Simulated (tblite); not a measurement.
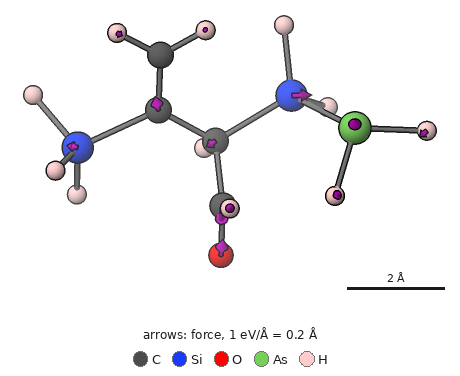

Starting geometry of C4H11AsOSi2 with the computed forces as purple arrows. The picture is a ball-and-stick view, seen at a tilt.

Method: tblite, GFN2-xTB geometry optimisation, gas phase. 

Is this structure relaxed? If not, where do the atoms go?

It isn't relaxed: the largest force vector, on a C atom, is 3.70 eV/Å. The final displacements have little in common with the starting forces (cosine between the two patterns 0.10). Over 261 geometry steps the energy falls by 1.405 eV. The atom that moves furthest after the best rigid fit is an H atom (2.60 Å). Largest moves by element: H 2.60 Å, O 2.29 Å, Si 1.18 Å, C 1.02 Å, As 0.38 Å. Among the contacts that change: As–O 4.308 → 2.810 Å, C–Si 1.843 → 1.938 Å, As–H 1.563 → 1.490 Å, As–H 1.550 → 1.510 Å. Bond angles that change, for instance: H–As–H 108.3° → 89.4°, Si–As–H 112.0° → 93.2°, Si–As–H 110.6° → 92.3°. Groups turn about C–C by about 95°, C–C by about 70°, C–Si by about 45°.
